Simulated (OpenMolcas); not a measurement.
# Predicting a hybrid from its neighbours: SO3 (sulfur trioxide)

SO3: 4 atoms, total charge 0, spin state singlet. As SMILES, `O=S(=O)=O`. The coordinates come from a PBE0-D4/def2-TZVP relaxation.

The electronic atomisation energy y, in eV, basis 6-311+G(d,p); a is the functional's share of exact exchange. Programs: OpenMolcas 26.06.

| functional | program | a | y (eV) |
| --- | --- | --- | --- |
| r2SCAN | OpenMolcas | 0 | 13.23 |
| TPSS | OpenMolcas | 0 | 12.81 |
| B3LYP | OpenMolcas | 0.2 | ? |
| PBE0 | OpenMolcas | 0.25 | 12.55 |
| BHLYP | OpenMolcas | 0.5 | 10.31 |

Question: Fit y = c + s·a to the known rows and predict B3LYP.

Answer: 
1. Means of the 4 rows: a = 0.1875, y = 12.225.
2. Σ(Δa)² = 0.17188, Σ(Δa·Δy) = -0.87625, so the slope is -0.87625/0.17188 = -5.098.
3. Intercept: 12.225 − (-5.098) × 0.1875 = 13.181. The largest residual of the fit is 0.64.
4. B3LYP: 13.181 + (-5.098) × 0.2 = 12.16 eV.

The run gave 12.28 eV, so the prediction is off by -0.12 eV, within the scatter of the fit.

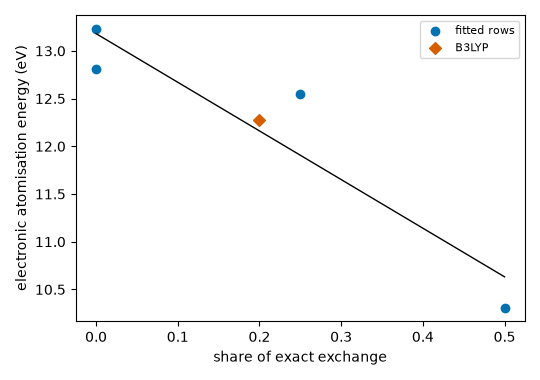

The fitted line, with the withheld row.
